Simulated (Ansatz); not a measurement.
## Si4NH11O3: molecular dynamics (part 1 of 5)

System: Si4NH11O3.
Method: RKS PBE/STO-3G (Ansatz 0.2.0).

It belongs to a series of runs on one base structure; here: dynamics from the start. Figures and captions count atoms from 1; the log counts them from 0 in places.

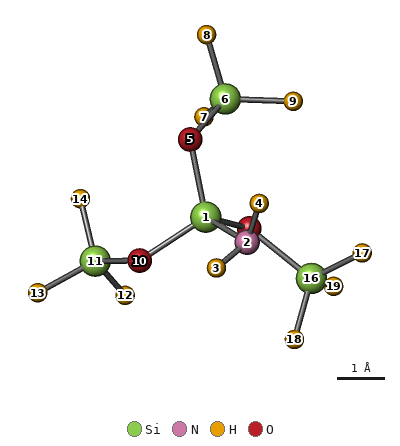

Fig. 1: The structure as given in the input (ball-and-stick view, seen at a tilt; atoms are numbered from 1 in the order of the input). Bond lengths as drawn: H–N 1.06 Å, H–Si 1.46 Å, N–Si 1.78 Å and O–Si 1.70 to 1.72 Å.

**Results in brief**

- outcome: finished
- mean temperature over the second half: 190 K
- trajectory: 130 steps, 130 fs
- ensemble: nvt_nose_hoover
- temperature in the input: 300.0 K
- time step: 1.0 fs
- potential energy (last step): −38827.2598 eV
- mean-field energy (last step): −38827.2598 eV
- largest force (length of the vector) (last step): 2.163 eV/Å
- hardware: 1 thread of Arm Neoverse V1, 24 GiB of memory available, shared host
- wall time: 16 min
- peak memory: 0.14 GiB

**Notes**

So short a trajectory is not equilibrated. The temperature stays far from the 300 K of the thermostat over the second half: the run isn't equilibrated.

**Input**
```yaml
crystal:
  periodic: [false, false, false]
  atoms:
    - { symbol: Si, position_ang: [-0.229924, -0.08757, 0.463696] }
    - { symbol: "N", position_ang: [-0.183755, -0.152988, 2.244575] }
    - { symbol: H, position_ang: [-0.626552, 0.729214, 2.630174] }
    - { symbol: H, position_ang: [0.817762, -0.097355, 2.585827] }
    - { symbol: O, position_ang: [1.29173, 0.179569, -0.254928] }
    - { symbol: Si, position_ang: [1.856099, -1.112239, -1.246969] }
    - { symbol: H, position_ang: [1.035205, -1.355684, -2.432215] }
    - { symbol: H, position_ang: [3.167828, -0.661955, -1.695728] }
    - { symbol: H, position_ang: [2.036684, -2.374326, -0.530428] }
    - { symbol: O, position_ang: [-1.31627, 1.181867, 0.141818] }
    - { symbol: Si, position_ang: [-1.887328, 1.321493, -1.474036] }
    - { symbol: H, position_ang: [-2.802897, 0.23812, -1.832501] }
    - { symbol: H, position_ang: [-2.611945, 2.583474, -1.527629] }
    - { symbol: H, position_ang: [-0.811343, 1.346659, -2.465122] }
    - { symbol: O, position_ang: [-0.726102, -1.582859, -0.180453] }
    - { symbol: Si, position_ang: [-1.50161, -2.674758, 0.900375] }
    - { symbol: H, position_ang: [-0.585969, -3.245772, 1.886144] }
    - { symbol: H, position_ang: [-2.642469, -2.084462, 1.597718] }
    - { symbol: H, position_ang: [-1.986744, -3.755128, 0.050682] }
basis:
  gaussian: { orbitals: STO-3G }
hamiltonian:
  xc: pbe
md:
  timestep: 1.0
  n_steps: 130
  ensemble: nvt_nose_hoover
  temperature: 300.0
  initial_velocities: maxwell_boltzmann
  seed: 599311
  nose_hoover: { tau: 100.0, chain_length: 3 }
```

Command:
```bash
ansatz run input.yaml --threads 1 --pin off --max-ram 2048MiB --backend cpu --events-out ev --progress --plain --runs-dir out
```

**Output**
```
Engine: ansatz 0.2.0, aarch64-unknown-linux-gnu
Functional definition: PBE
  parameter kappa = 0.804
  parameter beta = 0.06672455060314922
  exchange = pbe_x(kappa = kappa, mu = beta*pi^2/3)
  correlation = pbe_c(beta = beta)
923 factors; integrals over basis functions are off by at most 1.1e-5 eV
mean field evaluation 1: about -38819.2761 eV, gradient 5.1e1 eV
mean field evaluation 2: about -38810.5407 eV, gradient 7.5e1 eV
mean field evaluation 4: about -38827.7760 eV, gradient 5.4e0 eV
mean field evaluation 8: about -38827.7610 eV, gradient 1.5e-1 eV
mean field evaluation 16: about -38827.7611 eV, gradient 5.0e-5 eV
mean field -38827.76111848 eV, -1426.8939027023 hartree, gradient 5.0e-5 eV, S^2 0.000000; 0 other end points of the search recorded, 0 dependent functions left out
the calculation of the forces begins
reference -38827.76115043 eV, -1426.8939038766 hartree; 49, 49 occupied and 18, 18 virtual orbitals, 923 factors
md step     0: t =     0.00 fs  T =   300.0 K  F+E_penalty+E_count = -38827.76111848 eV  E_kin = 0.659226 eV  conserved = -38827.10189248 eV  (25 SCF iters)
these checks for a lower state are left out or cut short: starts, cluster_reference, orbital_swaps, neighbouring_geometries, increment
923 factors; integrals over basis functions are off by at most 1.2e-5 eV
mean field -38827.69951523 eV, -1426.8916388249 hartree, gradient 1.7e-5 eV, S^2 0.000000; 0 other end points of the search recorded, 0 dependent functions left out
the calculation of the forces begins
reference -38827.69954717 eV, -1426.8916399984 hartree; 49, 49 occupied and 18, 18 virtual orbitals, 923 factors
md step     1: t =     1.00 fs  T =   273.8 K  F+E_penalty+E_count = -38827.69951523 eV  E_kin = 0.601735 eV  conserved = -38827.09778161 eV  (27 SCF iters)
[... from here on the SCF iterations and repeated set-up lines of each step are left out, up to the last step ...]
md step     2: t =     2.00 fs  T =   221.1 K  F+E_penalty+E_count = -38827.57605104 eV  E_kin = 0.485855 eV  conserved = -38827.09020913 eV  (27 SCF iters)
md step     3: t =     3.00 fs  T =   187.2 K  F+E_penalty+E_count = -38827.50008931 eV  E_kin = 0.411385 eV  conserved = -38827.08874949 eV  (27 SCF iters)
md step     4: t =     4.00 fs  T =   184.1 K  F+E_penalty+E_count = -38827.49676249 eV  E_kin = 0.404529 eV  conserved = -38827.09233777 eV  (28 SCF iters)
md step     5: t =     5.00 fs  T =   190.9 K  F+E_penalty+E_count = -38827.51448901 eV  E_kin = 0.419560 eV  conserved = -38827.09512512 eV  (27 SCF iters)
md step     6: t =     6.00 fs  T =   187.5 K  F+E_penalty+E_count = -38827.50778471 eV  E_kin = 0.412114 eV  conserved = -38827.09598886 eV  (27 SCF iters)
md step     7: t =     7.00 fs  T =   167.2 K  F+E_penalty+E_count = -38827.46219993 eV  E_kin = 0.367386 eV  conserved = -38827.09527759 eV  (28 SCF iters)
md step     8: t =     8.00 fs  T =   135.5 K  F+E_penalty+E_count = -38827.39027488 eV  E_kin = 0.297756 eV  conserved = -38827.09313462 eV  (27 SCF iters)
md step     9: t =     9.00 fs  T =   107.5 K  F+E_penalty+E_count = -38827.32615852 eV  E_kin = 0.236138 eV  conserved = -38827.09078821 eV  (28 SCF iters)
md step    10: t =    10.00 fs  T =    99.1 K  F+E_penalty+E_count = -38827.30659894 eV  E_kin = 0.217695 eV  conserved = -38827.08982977 eV  (27 SCF iters)
md step    11: t =    11.00 fs  T =   117.6 K  F+E_penalty+E_count = -38827.34809168 eV  E_kin = 0.258358 eV  conserved = -38827.09085888 eV  (27 SCF iters)
md step    12: t =    12.00 fs  T =   154.5 K  F+E_penalty+E_count = -38827.43319804 eV  E_kin = 0.339571 eV  conserved = -38827.09503777 eV  (27 SCF iters)
md step    13: t =    13.00 fs  T =   182.3 K  F+E_penalty+E_count = -38827.49793047 eV  E_kin = 0.400625 eV  conserved = -38827.09910622 eV  (28 SCF iters)
md step    14: t =    14.00 fs  T =   176.7 K  F+E_penalty+E_count = -38827.48306063 eV  E_kin = 0.388217 eV  conserved = -38827.09709107 eV  (28 SCF iters)
md step    15: t =    15.00 fs  T =   149.0 K  F+E_penalty+E_count = -38827.41587245 eV  E_kin = 0.327335 eV  conserved = -38827.09122141 eV  (28 SCF iters)
md step    16: t =    16.00 fs  T =   135.2 K  F+E_penalty+E_count = -38827.38199714 eV  E_kin = 0.297147 eV  conserved = -38827.08794574 eV  (28 SCF iters)
md step    17: t =    17.00 fs  T =   156.7 K  F+E_penalty+E_count = -38827.43091182 eV  E_kin = 0.344258 eV  conserved = -38827.09020884 eV  (27 SCF iters)
md step    18: t =    18.00 fs  T =   198.8 K  F+E_penalty+E_count = -38827.52867571 eV  E_kin = 0.436878 eV  conserved = -38827.09594975 eV  (25 SCF iters)
md step    19: t =    19.00 fs  T =   224.7 K  F+E_penalty+E_count = -38827.58887825 eV  E_kin = 0.493808 eV  conserved = -38827.09996640 eV  (27 SCF iters)
md step    20: t =    20.00 fs  T =   210.0 K  F+E_penalty+E_count = -38827.55356013 eV  E_kin = 0.461541 eV  conserved = -38827.09770532 eV  (27 SCF iters)
md step    21: t =    21.00 fs  T =   169.6 K  F+E_penalty+E_count = -38827.45800845 eV  E_kin = 0.372772 eV  conserved = -38827.09163826 eV  (27 SCF iters)
md step    22: t =    22.00 fs  T =   141.1 K  F+E_penalty+E_count = -38827.39182095 eV  E_kin = 0.309982 eV  conserved = -38827.08885777 eV  (27 SCF iters)
md step    23: t =    23.00 fs  T =   143.7 K  F+E_penalty+E_count = -38827.39872208 eV  E_kin = 0.315770 eV  conserved = -38827.09057066 eV  (27 SCF iters)
md step    24: t =    24.00 fs  T =   167.2 K  F+E_penalty+E_count = -38827.45329008 eV  E_kin = 0.367474 eV  conserved = -38827.09412604 eV  (27 SCF iters)
md step    25: t =    25.00 fs  T =   187.8 K  F+E_penalty+E_count = -38827.50030753 eV  E_kin = 0.412764 eV  conserved = -38827.09667874 eV  (27 SCF iters)
md step    26: t =    26.00 fs  T =   188.1 K  F+E_penalty+E_count = -38827.49977498 eV  E_kin = 0.413392 eV  conserved = -38827.09642536 eV  (27 SCF iters)
md step    27: t =    27.00 fs  T =   168.6 K  F+E_penalty+E_count = -38827.45372966 eV  E_kin = 0.370561 eV  conserved = -38827.09410259 eV  (27 SCF iters)
md step    28: t =    28.00 fs  T =   144.0 K  F+E_penalty+E_count = -38827.39632585 eV  E_kin = 0.316342 eV  conserved = -38827.09173064 eV  (27 SCF iters)
md step    29: t =    29.00 fs  T =   130.7 K  F+E_penalty+E_count = -38827.36493962 eV  E_kin = 0.287114 eV  conserved = -38827.09032034 eV  (27 SCF iters)
md step    30: t =    30.00 fs  T =   138.6 K  F+E_penalty+E_count = -38827.38225978 eV  E_kin = 0.304620 eV  conserved = -38827.09090227 eV  (28 SCF iters)
md step    31: t =    31.00 fs  T =   162.2 K  F+E_penalty+E_count = -38827.43714114 eV  E_kin = 0.356381 eV  conserved = -38827.09491741 eV  (28 SCF iters)
md step    32: t =    32.00 fs  T =   175.9 K  F+E_penalty+E_count = -38827.46980462 eV  E_kin = 0.386487 eV  conserved = -38827.09851761 eV  (28 SCF iters)
md step    33: t =    33.00 fs  T =   157.9 K  F+E_penalty+E_count = -38827.42774071 eV  E_kin = 0.346875 eV  conserved = -38827.09712783 eV  (29 SCF iters)
md step    34: t =    34.00 fs  T =   116.8 K  F+E_penalty+E_count = -38827.33149293 eV  E_kin = 0.256692 eV  conserved = -38827.09196804 eV  (28 SCF iters)
md step    35: t =    35.00 fs  T =    85.8 K  F+E_penalty+E_count = -38827.25859762 eV  E_kin = 0.188617 eV  conserved = -38827.08784270 eV  (28 SCF iters)
md step    36: t =    36.00 fs  T =    90.9 K  F+E_penalty+E_count = -38827.27017418 eV  E_kin = 0.199662 eV  conserved = -38827.08901090 eV  (28 SCF iters)
md step    37: t =    37.00 fs  T =   124.5 K  F+E_penalty+E_count = -38827.34857346 eV  E_kin = 0.273571 eV  conserved = -38827.09431155 eV  (26 SCF iters)
md step    38: t =    38.00 fs  T =   153.5 K  F+E_penalty+E_count = -38827.41496504 eV  E_kin = 0.337268 eV  conserved = -38827.09809014 eV  (28 SCF iters)
md step    39: t =    39.00 fs  T =   153.5 K  F+E_penalty+E_count = -38827.41244926 eV  E_kin = 0.337337 eV  conserved = -38827.09673786 eV  (28 SCF iters)
md step    40: t =    40.00 fs  T =   131.8 K  F+E_penalty+E_count = -38827.35938351 eV  E_kin = 0.289646 eV  conserved = -38827.09254140 eV  (29 SCF iters)
md step    41: t =    41.00 fs  T =   115.4 K  F+E_penalty+E_count = -38827.31897132 eV  E_kin = 0.253613 eV  conserved = -38827.08921543 eV  (27 SCF iters)
md step    42: t =    42.00 fs  T =   126.3 K  F+E_penalty+E_count = -38827.34178491 eV  E_kin = 0.277445 eV  conserved = -38827.08926126 eV  (28 SCF iters)
md step    43: t =    43.00 fs  T =   163.6 K  F+E_penalty+E_count = -38827.42605036 eV  E_kin = 0.359415 eV  conserved = -38827.09287246 eV  (29 SCF iters)
md step    44: t =    44.00 fs  T =   204.2 K  F+E_penalty+E_count = -38827.51736334 eV  E_kin = 0.448820 eV  conserved = -38827.09648975 eV  (29 SCF iters)
md step    45: t =    45.00 fs  T =   224.0 K  F+E_penalty+E_count = -38827.55961820 eV  E_kin = 0.492162 eV  conserved = -38827.09742538 eV  (27 SCF iters)
md step    46: t =    46.00 fs  T =   215.7 K  F+E_penalty+E_count = -38827.53732005 eV  E_kin = 0.473925 eV  conserved = -38827.09546894 eV  (27 SCF iters)
md step    47: t =    47.00 fs  T =   192.3 K  F+E_penalty+E_count = -38827.48045780 eV  E_kin = 0.422484 eV  conserved = -38827.09202875 eV  (28 SCF iters)
md step    48: t =    48.00 fs  T =   176.0 K  F+E_penalty+E_count = -38827.44102766 eV  E_kin = 0.386819 eV  conserved = -38827.09008351 eV  (27 SCF iters)
md step    49: t =    49.00 fs  T =   179.2 K  F+E_penalty+E_count = -38827.44782235 eV  E_kin = 0.393745 eV  conserved = -38827.09174092 eV  (27 SCF iters)
md step    50: t =    50.00 fs  T =   192.1 K  F+E_penalty+E_count = -38827.47731332 eV  E_kin = 0.422064 eV  conserved = -38827.09481665 eV  (28 SCF iters)
md step    51: t =    51.00 fs  T =   195.0 K  F+E_penalty+E_count = -38827.48335466 eV  E_kin = 0.428528 eV  conserved = -38827.09641170 eV  (27 SCF iters)
md step    52: t =    52.00 fs  T =   176.0 K  F+E_penalty+E_count = -38827.43919345 eV  E_kin = 0.386744 eV  conserved = -38827.09599799 eV  (28 SCF iters)
md step    53: t =    53.00 fs  T =   138.7 K  F+E_penalty+E_count = -38827.35199475 eV  E_kin = 0.304766 eV  conserved = -38827.09247139 eV  (28 SCF iters)
md step    54: t =    54.00 fs  T =   106.0 K  F+E_penalty+E_count = -38827.27447268 eV  E_kin = 0.232887 eV  conserved = -38827.08817416 eV  (28 SCF iters)
md step    55: t =    55.00 fs  T =   104.2 K  F+E_penalty+E_count = -38827.26902131 eV  E_kin = 0.228965 eV  conserved = -38827.08783110 eV  (28 SCF iters)
md step    56: t =    56.00 fs  T =   135.5 K  F+E_penalty+E_count = -38827.34055968 eV  E_kin = 0.297739 eV  conserved = -38827.09198164 eV  (26 SCF iters)
md step    57: t =    57.00 fs  T =   173.6 K  F+E_penalty+E_count = -38827.42717345 eV  E_kin = 0.381411 eV  conserved = -38827.09674701 eV  (28 SCF iters)
md step    58: t =    58.00 fs  T =   187.7 K  F+E_penalty+E_count = -38827.45715326 eV  E_kin = 0.412373 eV  conserved = -38827.09792803 eV  (27 SCF iters)
md step    59: t =    59.00 fs  T =   171.1 K  F+E_penalty+E_count = -38827.41453405 eV  E_kin = 0.376088 eV  conserved = -38827.09377026 eV  (28 SCF iters)
md step    60: t =    60.00 fs  T =   150.9 K  F+E_penalty+E_count = -38827.36263269 eV  E_kin = 0.331515 eV  conserved = -38827.08842219 eV  (28 SCF iters)
md step    61: t =    61.00 fs  T =   158.8 K  F+E_penalty+E_count = -38827.37867417 eV  E_kin = 0.348930 eV  conserved = -38827.08898225 eV  (28 SCF iters)
md step    62: t =    62.00 fs  T =   193.0 K  F+E_penalty+E_count = -38827.45611926 eV  E_kin = 0.424031 eV  conserved = -38827.09355559 eV  (28 SCF iters)
md step    63: t =    63.00 fs  T =   225.1 K  F+E_penalty+E_count = -38827.52676084 eV  E_kin = 0.494529 eV  conserved = -38827.09637250 eV  (29 SCF iters)
md step    64: t =    64.00 fs  T =   234.0 K  F+E_penalty+E_count = -38827.54334120 eV  E_kin = 0.514109 eV  conserved = -38827.09632755 eV  (29 SCF iters)
md step    65: t =    65.00 fs  T =   218.2 K  F+E_penalty+E_count = -38827.50368738 eV  E_kin = 0.479412 eV  conserved = -38827.09429493 eV  (27 SCF iters)
md step    66: t =    66.00 fs  T =   190.9 K  F+E_penalty+E_count = -38827.43836256 eV  E_kin = 0.419454 eV  conserved = -38827.09158885 eV  (27 SCF iters)
md step    67: t =    67.00 fs  T =   169.7 K  F+E_penalty+E_count = -38827.38804176 eV  E_kin = 0.372849 eV  conserved = -38827.09023769 eV  (27 SCF iters)
md step    68: t =    68.00 fs  T =   164.3 K  F+E_penalty+E_count = -38827.37432642 eV  E_kin = 0.360964 eV  conserved = -38827.09061873 eV  (27 SCF iters)
md step    69: t =    69.00 fs  T =   173.9 K  F+E_penalty+E_count = -38827.39417115 eV  E_kin = 0.382066 eV  conserved = -38827.09162456 eV  (28 SCF iters)
md step    70: t =    70.00 fs  T =   189.9 K  F+E_penalty+E_count = -38827.42988639 eV  E_kin = 0.417204 eV  conserved = -38827.09465702 eV  (28 SCF iters)
md step    71: t =    71.00 fs  T =   192.6 K  F+E_penalty+E_count = -38827.43561751 eV  E_kin = 0.423152 eV  conserved = -38827.09703772 eV  (28 SCF iters)
md step    72: t =    72.00 fs  T =   169.3 K  F+E_penalty+E_count = -38827.37875026 eV  E_kin = 0.372075 eV  conserved = -38827.09372113 eV  (28 SCF iters)
md step    73: t =    73.00 fs  T =   139.4 K  F+E_penalty+E_count = -38827.30571932 eV  E_kin = 0.306427 eV  conserved = -38827.08846501 eV  (28 SCF iters)
md step    74: t =    74.00 fs  T =   134.8 K  F+E_penalty+E_count = -38827.29263979 eV  E_kin = 0.296301 eV  conserved = -38827.08741901 eV  (28 SCF iters)
md step    75: t =    75.00 fs  T =   162.9 K  F+E_penalty+E_count = -38827.35586882 eV  E_kin = 0.357861 eV  conserved = -38827.09117889 eV  (26 SCF iters)
md step    76: t =    76.00 fs  T =   199.0 K  F+E_penalty+E_count = -38827.43795376 eV  E_kin = 0.437329 eV  conserved = -38827.09635346 eV  (28 SCF iters)
md step    77: t =    77.00 fs  T =   209.6 K  F+E_penalty+E_count = -38827.45993180 eV  E_kin = 0.460478 eV  conserved = -38827.09807848 eV  (28 SCF iters)
md step    78: t =    78.00 fs  T =   184.9 K  F+E_penalty+E_count = -38827.39813847 eV  E_kin = 0.406205 eV  conserved = -38827.09335600 eV  (28 SCF iters)
md step    79: t =    79.00 fs  T =   154.0 K  F+E_penalty+E_count = -38827.32245243 eV  E_kin = 0.338460 eV  conserved = -38827.08782596 eV  (28 SCF iters)
md step    80: t =    80.00 fs  T =   150.2 K  F+E_penalty+E_count = -38827.31260668 eV  E_kin = 0.329998 eV  conserved = -38827.08861696 eV  (28 SCF iters)
md step    81: t =    81.00 fs  T =   171.2 K  F+E_penalty+E_count = -38827.36027690 eV  E_kin = 0.376299 eV  conserved = -38827.09229508 eV  (27 SCF iters)
md step    82: t =    82.00 fs  T =   193.9 K  F+E_penalty+E_count = -38827.40963435 eV  E_kin = 0.426027 eV  conserved = -38827.09455416 eV  (28 SCF iters)
md step    83: t =    83.00 fs  T =   201.4 K  F+E_penalty+E_count = -38827.42358998 eV  E_kin = 0.442670 eV  conserved = -38827.09471260 eV  (27 SCF iters)
md step    84: t =    84.00 fs  T =   192.5 K  F+E_penalty+E_count = -38827.39944863 eV  E_kin = 0.423090 eV  conserved = -38827.09298334 eV  (27 SCF iters)
md step    85: t =    85.00 fs  T =   178.0 K  F+E_penalty+E_count = -38827.36302807 eV  E_kin = 0.391219 eV  conserved = -38827.09109424 eV  (27 SCF iters)
md step    86: t =    86.00 fs  T =   169.7 K  F+E_penalty+E_count = -38827.34195287 eV  E_kin = 0.372810 eV  conserved = -38827.09092294 eV  (27 SCF iters)
md step    87: t =    87.00 fs  T =   171.2 K  F+E_penalty+E_count = -38827.34249749 eV  E_kin = 0.376182 eV  conserved = -38827.09054084 eV  (27 SCF iters)
md step    88: t =    88.00 fs  T =   186.5 K  F+E_penalty+E_count = -38827.37284580 eV  E_kin = 0.409852 eV  conserved = -38827.08978277 eV  (27 SCF iters)
md step    89: t =    89.00 fs  T =   215.4 K  F+E_penalty+E_count = -38827.43717453 eV  E_kin = 0.473273 eV  conserved = -38827.09356100 eV  (27 SCF iters)
md step    90: t =    90.00 fs  T =   234.1 K  F+E_penalty+E_count = -38827.47884176 eV  E_kin = 0.514410 eV  conserved = -38827.09728311 eV  (28 SCF iters)
md step    91: t =    91.00 fs  T =   220.7 K  F+E_penalty+E_count = -38827.44348843 eV  E_kin = 0.485019 eV  conserved = -38827.09452441 eV  (27 SCF iters)
```
